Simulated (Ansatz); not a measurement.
Cost and result by functional for the surface energy, mean of two unlike faces, of the (10-11) surface of hexagonal WC in its 1x1 cell (cut with top plane W, bottom plane C), outermost plane spacing 0.32 Å in the ideal cut, in Ansatz (plane waves, PAW). Single points on the PBE structure, on one kind of machine; costs are rough ratios of the slab run's core time (references not counted) to the cheapest single point. r2SCAN's cost holds its higher cutoff (500 against 420 eV). Differences are taken against r2SCAN for comparison alone: no measured value is at hand, so the table doesn't rank accuracy.

Set-up: 12 atoms, C6W6, 9.8 Å thick at the start (thin: gaps and levels are the slab's own); mesh 14x10x1; 0.1 eV smearing; dipole correction on; all atoms relaxed; held to the part of the start's symmetry that mesh and held atoms allow; no spin, no spin-orbit, no U. These notes are the PBE run's.

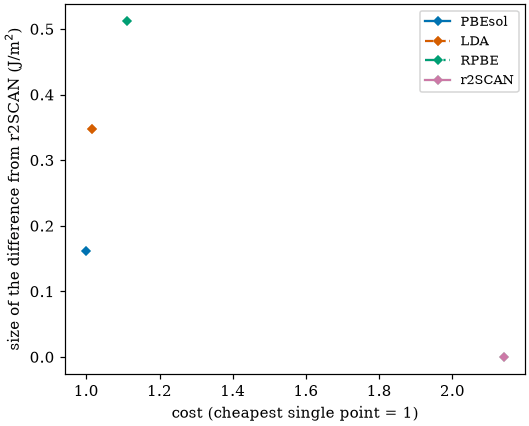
Figure: Difference from r2SCAN against cost

| functional | relative cost | surface energy, mean of two unlike faces, (J/m²) | less r2SCAN (J/m²) |
|---|---|---|---|
| PBEsol | 1 | 4.22 | 0.16 |
| LDA | 1 | 4.41 | 0.35 |
| RPBE | 1 | 3.55 | -0.51 |
| r2SCAN | 2 | 4.06 | 0.00 |
| PBE (the relaxed run's value) | – | 3.80 | -0.26 |

The values span 0.86 J/m², while the single points' costs differ by a factor of roughly 2. Differences are of unrounded values.

Ansatz is a first-principles code.
